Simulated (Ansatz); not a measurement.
**SiH2SF (SMILES F[SiH2][S]) at U-wB97X/STO-3G**

What is the energy change on altering one bond length of SiH2SF at U-wB97X/STO-3G? 

Program for the calculation: Ansatz 0.2.0.

61 further runs of the same task are left out: 3 that didn't finish, 58 set aside as unsound or not needed.

### Step 1. The structure to begin with

SiH2SF has 5 atoms, charge 0, and is taken as a doublet. SMILES: `F[SiH2][S]`. The coordinates come from a PBE0-D4/def2-TZVP relaxation.

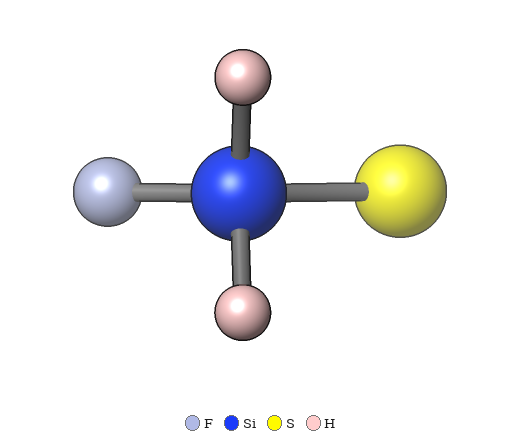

Viewed from a chosen angle; fluorine light blue, silicon blue, sulfur yellow, hydrogen pink.

### Step 2. The energy at U-wB97X/STO-3G

File molecule.yaml:

```yaml
crystal:
  periodic: [false, false, false]
  atoms:
    - symbol: F
      position_ang: [-0.324300, -0.023300, 1.585400]
    - symbol: Si
      position_ang: [0.086000, -0.081000, 0.044500]
    - symbol: S
      position_ang: [-1.148000, 1.061300, -1.211000]
    - symbol: H
      position_ang: [-0.023500, -1.493100, -0.391000]
    - symbol: H
      position_ang: [1.459700, 0.462600, -0.069300]
basis:
  gaussian: {orbitals: STO-3G}
magnetization: {spin_polarized: true, initial_magnetization: 1}
hamiltonian: {xc: {name: wB97X}}
accuracy: high
```

The run is started by

```
ansatz run molecule.yaml --threads 1 --pin off --max-ram 2610MiB --events-out events.jsonl --progress --plain --runs-dir runs
```

Output:

```text
Warning: RAYON_NUM_THREADS=1 ignored (pool sized by the plan → 1); use --threads N
Functional definition: wB97X
  name "wB97X"
  parameter omega = 0.3/bohr
  parameter cx = 0.157706
  parameter cx1 = 0.726479
  parameter cx2 = 1.04760
  parameter cx3 = -5.70635
  parameter cx4 = 13.2794
  parameter css1 = -4.33879
  parameter css2 = 18.2308
  parameter css3 = -31.7430
  parameter css4 = 17.2901
  parameter cos1 = 2.37031
  parameter cos2 = -11.3995
  parameter cos3 = 6.58405
  parameter cos4 = -3.78132
  exchange = spin_sum(e_x_unif_sr(omega)*poly(b97_u_x, 1 - cx, cx1, cx2, cx3, cx4)) + cx*exact_x_sr(omega)
      + exact_x_lr(omega)
  correlation = spin_sum(e_c_pw_same_spin*poly(b97_u_same, 1, css1, css2, css3, css4))
      + integral(e_c_pw_opposite_spin*poly(b97_u_opposite, 1, cos1, cos2, cos3, cos4))
460 factors; integrals over basis functions are off by at most 2.8e-8 eV
165 factors; integrals over basis functions are off by at most 1.0e-9 eV
mean field evaluation 1: about -21208.1886 eV, gradient 1.5e1 eV
mean field evaluation 2: about -21210.0193 eV, gradient 7.5e0 eV
mean field evaluation 4: about -21210.3912 eV, gradient 3.0e-1 eV
mean field evaluation 8: about -21210.3695 eV, gradient 6.8e-3 eV
mean field evaluation 16: about -21210.3695 eV, gradient 4.3e-4 eV
mean field evaluation 32: about -21210.2913 eV, gradient 5.1e-1 eV
mean field -21210.36949102 eV, -779.4667018904 hartree, gradient 1.7e-8 eV, S^2 0.751233; 2 other end points of the search recorded, 0 dependent functions left out
reference -21210.36948959 eV, -779.4667018377 hartree; 21, 20 occupied and 4, 5 virtual orbitals, 460 factors
Total energy: -21210.36948959 eV, -779.4667018377 hartree
```

Wall time 22 s (1 thread of Arm Neoverse V2, shared host); peak memory 0.46 GiB.

### Step 3. The distorted shape at the same level

File input.yaml:

```yaml
crystal:
  periodic: [false, false, false]
  atoms:
    - {symbol: F, position_ang: [-0.296927, 0.329699, 1.694267]}
    - {symbol: Si, position_ang: [0.113373, 0.271999, 0.153367]}
    - {symbol: S, position_ang: [-1.120627, 1.414299, -1.102133]}
    - {symbol: H, position_ang: [-0.023500, -1.493100, -0.391000]}
    - {symbol: H, position_ang: [1.487073, 0.815599, 0.039567]}
basis:
  gaussian:
    orbitals: STO-3G
magnetization:
  spin_polarized: true
  initial_magnetization: 1
hamiltonian:
  xc: {name: wB97X}
accuracy: high
```

The run is started by

```
ansatz run input.yaml --threads 1 --pin off --max-ram 2610MiB --events-out events.jsonl --progress --plain --runs-dir runs
```

Output, cut to the lines that bear on the results:

```text
Warning: RAYON_NUM_THREADS=1 ignored (pool sized by the plan → 1); use --threads N
Functional definition: wB97X
  name "wB97X"
[...]
      + exact_x_lr(omega)
[...]
      + integral(e_c_pw_opposite_spin*poly(b97_u_opposite, 1, cos1, cos2, cos3, cos4))
459 factors; integrals over basis functions are off by at most 3.5e-8 eV
167 factors; integrals over basis functions are off by at most 6.2e-10 eV
[...]
mean field -21209.09881086 eV, -779.4200052558 hartree, gradient 7.1e-8 eV, S^2 0.751795; 2 other end points of the search recorded, 0 dependent functions left out
reference -21209.09880938 eV, -779.4200052011 hartree; 21, 20 occupied and 4, 5 virtual orbitals, 459 factors
Total energy: -21209.09880938 eV, -779.4200052011 hartree
```

Run time: 21 s. Hardware: 1 thread of Arm Neoverse V2, shared host; peak memory 0.46 GiB.

### Step 4. Outcome

At U-wB97X/STO-3G:

```
                                                          quantity          value
                                         first shape: total energy  -779.46670 Eh
                                                 first shape: ⟨S²⟩          0.751
                                     distorted shape: total energy  -779.42001 Eh
                                             distorted shape: ⟨S²⟩          0.752
energy change with the Si2–H4 bond stretched from 1.482 to 1.852 Å       1.271 eV
```

What this shows: With the Si2–H4 bond stretched from 1.482 to 1.852 Å the energy rises by 1.27 eV (123 kJ/mol). The first shape isn't relaxed at this level, so the change isn't measured from a minimum. The minimal basis adds a large error of its own.
